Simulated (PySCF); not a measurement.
Single-point calculation of MoSF2

The run: single-point calculation of MoSF2, multiplicity 3. Method and program: UHF/crenbl, mp2 (PySCF 2.14.0).

Some settings of this run were made unusual or wrong on purpose.

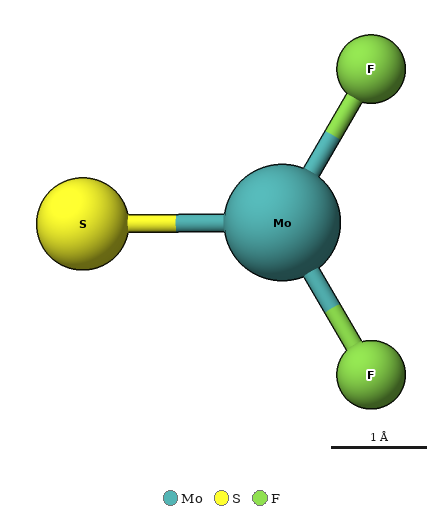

The input geometry (ball-and-stick view, seen on its broad side). Sticks mark near contacts.

Input
```python
from pyscf import gto, scf, mp

mol = gto.M(
    atom='Mo 0.0944 0.1635 0; S -0.9589 -1.6608 0; F 1.9621 0.1688 0; F -0.8348 1.7837 0',
    basis='crenbl',
    charge=0,
    spin=2,
    verbose=4,
)
mf = scf.UHF(mol)
mf.level_shift = 0.3
mf = mf.newton()
mf.kernel()
mp.MP2(mf).kernel()
mf.dip_moment()
print('orbital energies (hartree):', [e[max(0, n-3):n+3].round(4) for e, n in zip(mf.mo_energy, mol.nelec)])
```

Command:
```bash
python input.py
```

Log
```
PySCF version 2.14.0

[INPUT] verbose = 4
[INPUT] num. atoms = 4
[INPUT] num. electrons = 76
[INPUT] charge = 0
[INPUT] spin (= nelec alpha-beta = 2S) = 2
[INPUT] symmetry False subgroup None
[INPUT] Mole.unit = angstrom
[INPUT] Symbol           X                Y                Z      unit          X                Y                Z       unit  Magmom
[INPUT]  1 Mo     0.094400000000   0.163500000000   0.000000000000 AA    0.178390146159   0.308970221366   0.000000000000 Bohr   0.0
[INPUT]  2 S     -0.958900000000  -1.660800000000   0.000000000000 AA   -1.812058380845  -3.138457147678   0.000000000000 Bohr   0.0
[INPUT]  3 F      1.962100000000   0.168800000000   0.000000000000 AA    3.707831629009   0.318985769827   0.000000000000 Bohr   0.0
[INPUT]  4 F     -0.834800000000   1.783700000000   0.000000000000 AA   -1.577543368787   3.370704488387   0.000000000000 Bohr   0.0

nuclear repulsion = 440.495125205384
number of shells = 38
number of NR pGTOs = 88
number of NR cGTOs = 88
basis = crenbl
ecp = {}

WARN: ECP not specified. The basis set crenbl include an ECP. Recommended ECP: CRENBL.

******** <class 'pyscf.soscf.newton_ah.SecondOrderUHF'> ********
method = SecondOrderUHF
initial guess = minao
damping factor = 0
level_shift factor = 0.3
DIIS = <class 'pyscf.scf.diis.CDIIS'>
diis_start_cycle = 1
diis_space = 8
diis_damp = 0
SCF conv_tol = 1e-09
SCF conv_tol_grad = None
SCF max_cycles = 50
direct_scf = True
direct_scf_tol = 1e-13
number electrons alpha = 39  beta = 37
******** <class 'pyscf.scf.uhf.UHF'> Newton solver flags ********
SCF tol = 1e-09
conv_tol_grad = None
max. SCF cycles = 50
direct_scf = True
direct_scf_tol = 1e-13
max_cycle_inner = 12
max_stepsize = 0.05
ah_start_tol = 1e+09
ah_level_shift = 0
ah_conv_tol = 1e-12
ah_lindep = 1e-14
ah_start_cycle = 1
ah_max_cycle = 40
ah_grad_trust_region = 2.5
kf_interval = 4
kf_trust_region = 5
canonicalization = True
Set conv_tol_grad to 3.16228e-05
  alpha nocc = 39  HOMO = -5.88992747431991  LUMO = -5.80709432482134
  beta  nocc = 37  HOMO = -5.94071204180564  LUMO = -5.92640799926272

WARN: HOMO -5.88992747431991 >= LUMO -5.92640799926272

Initial guess E= -1660.48469262974  |g|= 6.01113
macro= 0  E= -1681.32160998173  delta_E= -20.8369  |g|= 4.48927  3 KF 15 JK
macro= 1  E= -1688.34635341374  delta_E= -7.02474  |g|= 1.81361  3 KF 15 JK
macro= 2  E= -1690.43238593641  delta_E= -2.08603  |g|= 0.675625  3 KF 15 JK
macro= 3  E= -1690.80941895239  delta_E= -0.377033  |g|= 0.116141  3 KF 13 JK
macro= 4  E= -1690.8271129834  delta_E= -0.017694  |g|= 4.56474e-05  6 KF 31 JK
macro= 5  E= -1690.82711298376  delta_E= -3.66526e-10  |g|= 1.65569e-05  1 KF 4 JK
Canonicalize SCF orbitals
macro X = 6  E=-1690.82711298376  |g|= 1.65569e-05  total 20 KF 100 JK
converged SCF energy = -1690.82711298376  <S^2> = 2.1566949  2S+1 = 3.1027052

******** <class 'pyscf.mp.ump2.UMP2'> ********
nocc = (np.int64(39), np.int64(37)), nmo = (88, 88)
E(UMP2) = -1691.38149414969  E_corr = -0.554381165926981
E(SCS-UMP2) = -1691.36090274503  E_corr = -0.533789761268095
E_corr(same-spin) = -0.151693428281864
E_corr(oppo-spin) = -0.402687737645117
Dipole moment(X, Y, Z, Debye): -3.31369, -5.74039,  0.00000
orbital energies (hartree): [array([-0.5946, -0.5924, -0.3985,  0.0566,  0.0608,  0.076 ]), array([-0.5941, -0.5499, -0.4116, -0.1371, -0.1335,  0.0622])]
```

What the run reported

```tsv
quantity	value
outcome	converged
SCF energy	−1690.827113 hartree
⟨S²⟩	2.157
dipole moment	6.63 D
hardware	1 CPU thread, shared host
wall time	13 s
```

What went wrong

Some settings of this run were drawn to be unusual or wrong. It converged; results that depend on the unusual settings are not reference values. Notes on the run: ECP not specified.
